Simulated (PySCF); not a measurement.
SMILES [Be]([Br])[Br] (BeBr2), singlet at its CAM-B3LYP/def2-SVP optimised geometry (Å):

```
3

Be     0.0000     0.0000     0.0000
Br    -1.9465     0.0000     0.0000
Br     1.9465     0.0000     0.0000
```

Calculation: CAM-B3LYP/def2-TZVP (PySCF 2.14.0). Cells within 0.4 Å of a nucleus heavier than hydrogen are left out (blank, or x).

Map of the deformation density (molecule minus spherical neutral atoms) (e/bohr³) on the plane z = 0.0 Å:

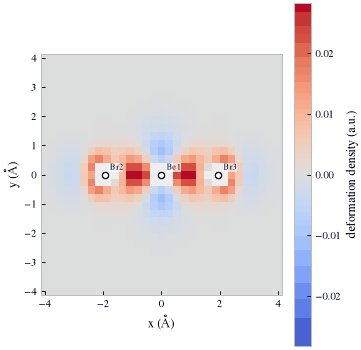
Deformation density (molecule minus spherical neutral atoms) (e/bohr³) on the plane z = 0.0 Å.
